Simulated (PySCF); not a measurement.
## TiNH$_{2}$Cl$_{3}$: single-point calculation

TiNH$_{2}$Cl$_{3}$, multiplicity 3, computed with M06-L/def2-SVP, UKS (PySCF 2.14.0).

The geometry is that of the parent species in another charge or spin state. The geometry comes from this level: PBE0-D4/def2-TZVP.

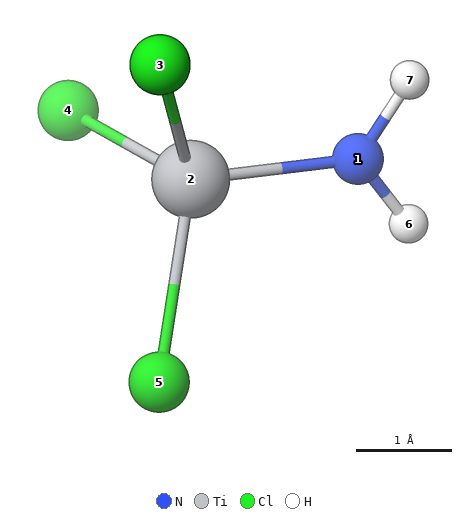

The structure as given in the input (ball-and-stick view, seen at a tilt; atoms are numbered from 1 in the order of the input). Sticks mark near contacts. Bond lengths as drawn: Cl–Ti 2.18 to 2.19 Å, H–N 1.01 Å and N–Ti 1.84 Å.

### Results in brief

| quantity | value |
| --- | --- |
| outcome | converged |
| total energy | −2285.562858 hartree |
| basis functions | 109 |
| ⟨S²⟩ | 2.006 |
| dipole moment | 5.15 D |
| hardware | 1 thread of Arm Neoverse V2, 24 GiB of memory available, shared host |
| wall time | 2.5 min |
| peak memory | 0.64 GiB |

Further notes kept with the run: logged alpha LUMO and gap are faulty.

### The input (calc.py)
```python
from pyscf import gto, dft

mol = gto.M(
    atom='''
N   -0.676400   0.479600   0.813100
Ti   0.416000  -0.273300  -0.459100
Cl   1.922500  -1.442100   0.599700
Cl  -0.771400  -1.594700  -1.742800
Cl   1.232300   1.358700  -1.654500
H   -1.200200   1.334700   0.679200
H   -0.861700   0.068900   1.718900
''',
    verbose=4,
    basis='def2-svp',
    charge=0,
    spin=2,
    max_memory=1860,
)

myscf = dft.UKS(mol)
myscf.xc = 'm06-l'
myscf.conv_tol = 1e-10
myscf.grids.level = 5
myscf.kernel()
if not myscf.converged:
    myscf = myscf.newton().run(myscf.mo_coeff, myscf.mo_occ)

etot = myscf.e_tot
print('E(%s) = %.9f' % ('M06-L', etot))
```

Command:
```bash
OMP_NUM_THREADS=1 python calc.py
```

### Output
```
PySCF version 2.14.0

[INPUT] num. atoms = 7
[INPUT] num. electrons = 82
[INPUT] charge = 0
[INPUT] spin (= nelec alpha-beta = 2S) = 2
[INPUT] symmetry False subgroup None
[INPUT] Mole.unit = angstrom
[INPUT] Symbol           X                Y                Z      unit          X                Y                Z       unit  Magmom
[INPUT]  1 N     -0.676400000000   0.479600000000   0.813100000000 AA   -1.278210750656   0.906312649341   1.536536311884 Bohr   0.0
[INPUT]  2 Ti     0.416000000000  -0.273300000000  -0.459100000000 AA    0.786126067819  -0.516462149844  -0.867573263788 Bohr   0.0
[INPUT]  3 Cl     1.922500000000  -1.442100000000   0.599700000000 AA    3.632998474476  -2.725174044235   1.133268756902 Bohr   0.0
[INPUT]  4 Cl    -0.771400000000  -1.594700000000  -1.742800000000 AA   -1.457734732489  -3.013546250844  -3.293414689892 Bohr   0.0
[INPUT]  5 Cl     1.232300000000   1.358700000000  -1.654500000000 AA    2.328709503302   2.567570885447  -3.126551873093 Bohr   0.0
[INPUT]  6 H     -1.200200000000   1.334700000000   0.679200000000 AA   -2.268049294703   2.522217458457   1.283501983805 Bohr   0.0
[INPUT]  7 H     -0.861700000000   0.068900000000   1.718900000000 AA   -1.628377001538   0.130202129983   3.248250235515 Bohr   0.0

nuclear repulsion = 532.629389330594
number of shells = 47
number of NR pGTOs = 219
number of NR cGTOs = 109
basis = def2-svp
ecp = {}

******** <class 'pyscf.dft.uks.UKS'> ********
method = UKS
initial guess = minao
damping factor = 0
level_shift factor = 0
DIIS = <class 'pyscf.scf.diis.CDIIS'>
diis_start_cycle = 1
diis_space = 8
diis_damp = 0
SCF conv_tol = 1e-10
SCF conv_tol_grad = None
SCF max_cycles = 50
direct_scf = True
direct_scf_tol = 1e-13
number electrons alpha = 42  beta = 40
XC library pyscf.dft.libxc version 7.0.0
    S. Lehtola, C. Steigemann, M. J.T. Oliveira, and M. A.L. Marques.,  SoftwareX 7, 1–5 (2018)
XC functionals = m06-l
    Y. Zhao and D. G. Truhlar.,  Theor. Chem. Acc. 120, 215 (2008)
radial grids:
    Treutler-Ahlrichs [JCP 102, 346 (1995); DOI:10.1063/1.469408] (M4) radial grids

becke partition: Becke, JCP 88, 2547 (1988); DOI:10.1063/1.454033
pruning grids: <function nwchem_prune>
grids dens level: 5
symmetrized grids: False
atomic radii adjust function: <function treutler_atomic_radii_adjust>
small_rho_cutoff = 0
Set gradient conv threshold to 1e-05
tot grids = 263616
init E= -2285.7605747014
  alpha nocc = 42  HOMO = -0.172152178859748  LUMO = -0.161354882538235
  beta  nocc = 40  HOMO = -0.373608862661549  LUMO = -0.350622466048619

WARN: HOMO -0.172152178859748 >= LUMO -0.350622466048619

cycle= 1 E= -2285.50423788929  delta_E= 0.256  |g|= 0.306  |ddm|= 2.29
  alpha nocc = 42  HOMO = -0.105868959933563  LUMO = -0.0514494456932248
  beta  nocc = 40  HOMO = -0.227172001804169  LUMO = -0.215367402398174

WARN: HOMO -0.105868959933563 >= LUMO -0.215367402398174

cycle= 2 E= -2285.30400338323  delta_E=  0.2  |g|= 0.582  |ddm|= 1.31
  alpha nocc = 42  HOMO = -0.0861897385496837  LUMO = -0.0276001189747443
  beta  nocc = 40  HOMO = -0.263980720514012  LUMO = -0.216418097006652

WARN: HOMO -0.0861897385496837 >= LUMO -0.216418097006652

cycle= 3 E= -2285.48343236144  delta_E= -0.179  |g|= 0.361  |ddm|= 1.16
  alpha nocc = 42  HOMO = -0.128467623719571  LUMO = -0.0649614683989048
  beta  nocc = 40  HOMO = -0.276753324062937  LUMO = -0.262589419761482

WARN: HOMO -0.128467623719571 >= LUMO -0.262589419761482

cycle= 4 E= -2285.55527801905  delta_E= -0.0718  |g|= 0.0903  |ddm|= 0.399
  alpha nocc = 42  HOMO = -0.123060194930961  LUMO = -0.0597402996233747
  beta  nocc = 40  HOMO = -0.276199433302291  LUMO = -0.264532871893084

WARN: HOMO -0.123060194930961 >= LUMO -0.264532871893084

cycle= 5 E= -2285.55770533028  delta_E= -0.00243  |g|= 0.0794  |ddm|= 0.281
  alpha nocc = 42  HOMO = -0.126305068081535  LUMO = -0.0613111712987497
  beta  nocc = 40  HOMO = -0.276674421929775  LUMO = -0.267687212565681

WARN: HOMO -0.126305068081535 >= LUMO -0.267687212565681

cycle= 6 E= -2285.5625940469  delta_E= -0.00489  |g|= 0.0188  |ddm|= 0.136
  alpha nocc = 42  HOMO = -0.129527441801613  LUMO = -0.064307779332931
  beta  nocc = 40  HOMO = -0.277783666734672  LUMO = -0.266361290190381

WARN: HOMO -0.129527441801613 >= LUMO -0.266361290190381

cycle= 7 E= -2285.5626506153  delta_E= -5.66e-05  |g|= 0.0181  |ddm|= 0.0488
  alpha nocc = 42  HOMO = -0.127180137907786  LUMO = -0.0620740311375059
  beta  nocc = 40  HOMO = -0.277774634637655  LUMO = -0.266429879566255

WARN: HOMO -0.127180137907786 >= LUMO -0.266429879566255

cycle= 8 E= -2285.56282541083  delta_E= -0.000175  |g|= 0.00637  |ddm|= 0.0256
  alpha nocc = 42  HOMO = -0.12723255036592  LUMO = -0.0620868041524205
  beta  nocc = 40  HOMO = -0.277603170701192  LUMO = -0.266572629322878

WARN: HOMO -0.12723255036592 >= LUMO -0.266572629322878

cycle= 9 E= -2285.56283852842  delta_E= -1.31e-05  |g|= 0.00443  |ddm|= 0.0195
  alpha nocc = 42  HOMO = -0.12740144474939  LUMO = -0.062243723194638
  beta  nocc = 40  HOMO = -0.277575912048713  LUMO = -0.266539221102021

WARN: HOMO -0.12740144474939 >= LUMO -0.266539221102021

cycle= 10 E= -2285.56285676851  delta_E= -1.82e-05  |g|= 0.00112  |ddm|= 0.0127
  alpha nocc = 42  HOMO = -0.127389904277812  LUMO = -0.0622119266004182
  beta  nocc = 40  HOMO = -0.277553731169324  LUMO = -0.266555459781881

WARN: HOMO -0.127389904277812 >= LUMO -0.266555459781881

cycle= 11 E= -2285.56285762563  delta_E= -8.57e-07  |g|= 0.000374  |ddm|= 0.0022
  alpha nocc = 42  HOMO = -0.127403929379397  LUMO = -0.0622150437579547
  beta  nocc = 40  HOMO = -0.277554364115847  LUMO = -0.266541417988585

WARN: HOMO -0.127403929379397 >= LUMO -0.266541417988585

cycle= 12 E= -2285.56285769513  delta_E= -6.95e-08  |g|= 0.000224  |ddm|= 0.000653
  alpha nocc = 42  HOMO = -0.127398568831753  LUMO = -0.0622062255304057
  beta  nocc = 40  HOMO = -0.277543118075674  LUMO = -0.26654027212465

WARN: HOMO -0.127398568831753 >= LUMO -0.26654027212465

cycle= 13 E= -2285.56285773049  delta_E= -3.54e-08  |g|= 5.63e-05  |ddm|= 0.000317
  alpha nocc = 42  HOMO = -0.127399569001182  LUMO = -0.0622055030985167
  beta  nocc = 40  HOMO = -0.277542141863132  LUMO = -0.266542491688301

WARN: HOMO -0.127399569001182 >= LUMO -0.266542491688301

cycle= 14 E= -2285.56285773303  delta_E= -2.54e-09  |g|= 1.63e-05  |ddm|= 0.000122
  alpha nocc = 42  HOMO = -0.12740082437945  LUMO = -0.0622047571271511
  beta  nocc = 40  HOMO = -0.277542132752582  LUMO = -0.266543393396837

WARN: HOMO -0.12740082437945 >= LUMO -0.266543393396837

cycle= 15 E= -2285.56285773329  delta_E= -2.53e-10  |g|= 6.38e-06  |ddm|= 7.39e-05
  alpha nocc = 42  HOMO = -0.127400729459128  LUMO = -0.0622045340320971
  beta  nocc = 40  HOMO = -0.277542187053364  LUMO = -0.266543161515099

WARN: HOMO -0.127400729459128 >= LUMO -0.266543161515099

cycle= 16 E= -2285.56285773331  delta_E= -2.64e-11  |g|= 2.68e-06  |ddm|= 1.13e-05
  alpha nocc = 42  HOMO = -0.127399795900223  LUMO = -0.0622034704919971
  beta  nocc = 40  HOMO = -0.277542229120673  LUMO = -0.266543305264432
```

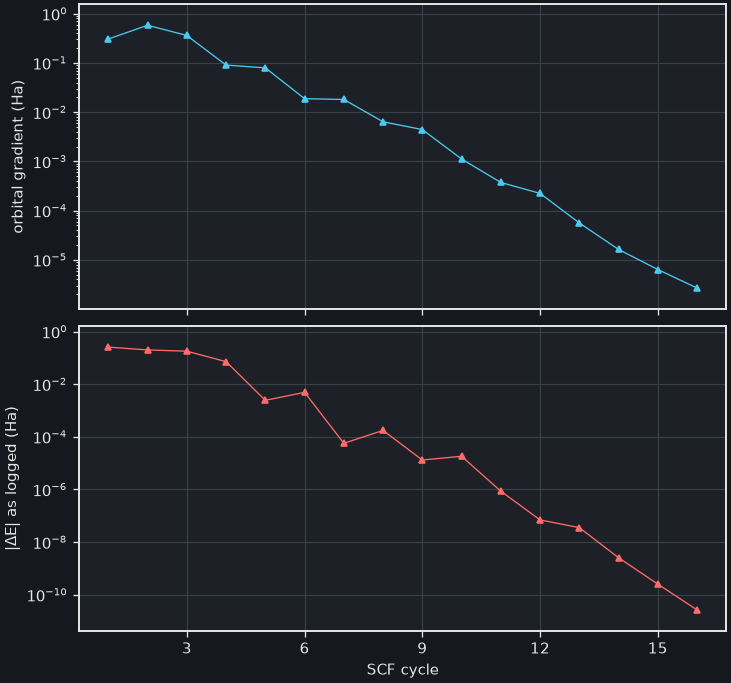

Convergence of the self-consistent field: orbital gradient and size of the energy change against the SCF cycle. The residual falls almost steadily, with no more than small rises.

```
WARN: HOMO -0.127399795900223 >= LUMO -0.266543305264432

Extra cycle  E= -2285.56285773329  delta_E= 2.36e-11  |g|= 6.46e-06  |ddm|= 1.39e-05
converged SCF energy = -2285.56285773329  <S^2> = 2.0063761  2S+1 = 3.0042477
E(M06-L) = -2285.562857733
```
